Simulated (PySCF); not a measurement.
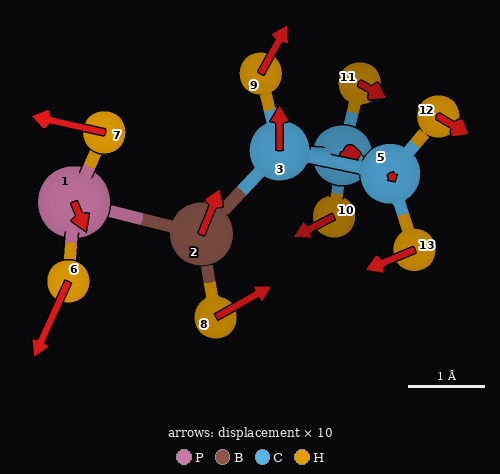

This is a relaxation of C$_{3}$H$_{8}$BP. The starting structure is drawn; red arrows show the displacements, magnified 10 times. The two geometries are superimposed by the best rigid fit.

Style: ball-and-stick. Shown at a tilt.

The start comes from GFN2-xTB. Its atoms were then displaced at random by about 0.01 Å.

These are results of PBE0-D3(BJ)/def2-SVP geometry optimisation, gas phase in PySCF 2.14.0, density-fitted response routines, not measurements. 

**Which element moves most?**

Hydrogen: up to 0.12 Å, against 0.07 Å for boron.

**What happened in the run?**

The energy falls by 14.8 kJ/mol in 5 geometry steps. The largest moves after the best rigid fit, 0.12 Å, are those of H atoms. By element the largest moves are H 0.12 Å, B 0.07 Å, C 0.06 Å, P 0.05 Å. Near-neighbour distances that change, for instance: C–C 1.471 → 1.526 Å, H–P 1.380 → 1.423 Å, B–H 1.178 → 1.213 Å, C–C 1.507 → 1.530 Å. Bond angles that change, for instance: H–P–H 94.9° → 98.5°, B–P–H 98.1° → 101.5°, B–C–C 120.0° → 116.7°. Cost: 30 s on 1 thread of Arm Neoverse V1, on a shared host.
